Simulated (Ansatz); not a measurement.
**BH$_{3}$O···CH$_{4}$: density, localisation and related maps**

Input

```
crystal:
  periodic: [false, false, false]
  atoms:
    - {symbol: B, position_ang: [-0.186162, 0.327347, -1.665271]}
    - {symbol: O, position_ang: [-1.514727, 0.160907, -1.506701]}
    - {symbol: H, position_ang: [0.528846, -0.615114, -1.876426]}
    - {symbol: H, position_ang: [0.229781, 1.446606, -1.594074]}
    - {symbol: H, position_ang: [-0.491685, 0.180583, 1.491135]}
    - {symbol: C, position_ang: [0.546641, -0.113327, 1.642656]}
    - {symbol: H, position_ang: [-1.795560, -0.755264, -1.574071]}
    - {symbol: H, position_ang: [0.701448, -1.123906, 1.264993]}
    - {symbol: H, position_ang: [0.780443, -0.085607, 2.706580]}
    - {symbol: H, position_ang: [1.200876, 0.577774, 1.111280]}
basis:
  gaussian: {orbitals: def2-TZVPP}
hamiltonian: {xc: pbe0, dispersion: d4}
output: {orbitals: {seedname: orbitals}}
```

Command:

```sh
ansatz run in.yaml --threads 2 --pin off --events-out ev --progress --plain --max-ram 4352MiB
```

The reactant side of a reaction path; geometry: PBE0-D4/def2-TZVP.

All numbers below come from RKS PBE0-D4/def2-TZVPP (Ansatz 0.2.0).

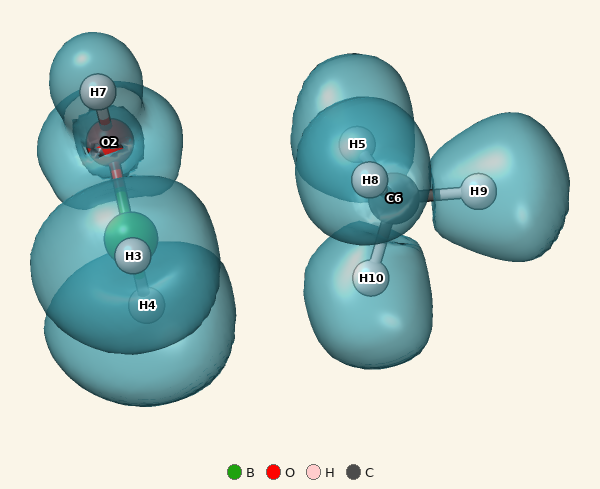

Figure 1. Isosurface of the ELF at 0.75 (cyan), seen across its widest extent. Only the valence region is drawn (cores and ρ < 0.01 e/Å³ removed).

> Where are the electrons localised?

The ELF exceeds this value in six regions around hydrogen nuclei and one joined region spread over several atoms (H, O), in which their bonds and any lone pairs are merged. Profiles from the grid: C6···B1 (3.42 Å): the ELF dips to about 0 between them: a non-bonded, intermolecular contact. B–O (1.35 Å): the ELF peaks at about 0.90 between the atoms (a polar covalent bond).

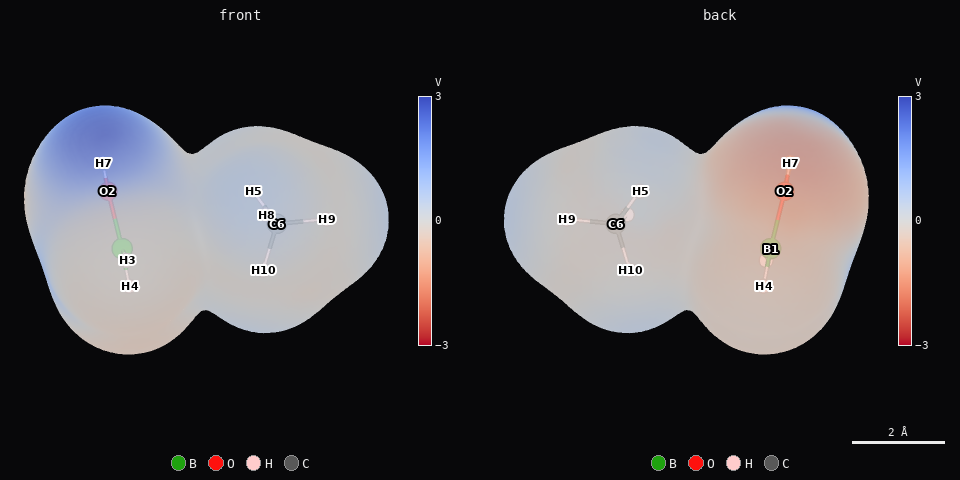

Figure 2. The molecular electrostatic potential painted on the density surface at 0.001 e/bohr³, seen from the front and from behind; the colour scale runs from red (negative) to blue (positive).

> Which sites attract a positive test charge, and which a negative one?

A positive charge is drawn to the negative regions and a negative charge to the positive ones. The most negative region (about −1.1 V) lies over O2, the most positive (about +2.2 V) over H7. O2 is the likeliest acceptor of a hydrogen bond.

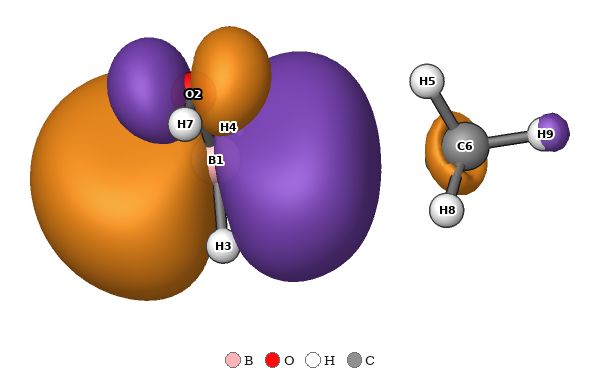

Figure 3. The LUMO at ±0.08 Å⁻³ᐟ² (orange and purple are the two phases), seen from one side.

> Describe this orbital and give its energy.

Its weight (Hirshfeld) is mainly on B1 (about 60 %), O2 (about 15 %), H3 (about 10 %) and H4 (about 10 %). Its energy is −0.33 eV.

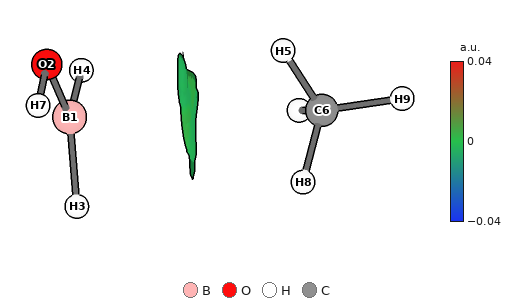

Figure 4. Non-covalent interaction (NCI) plot: the surface where the reduced density gradient is 0.5, for densities under 0.05 a.u., coloured by sign(λ₂)ρ; seen from one side.

> Which non-covalent interactions does the plot reveal?

Between B1 on one side and C6 on the other: a weak contact (green).
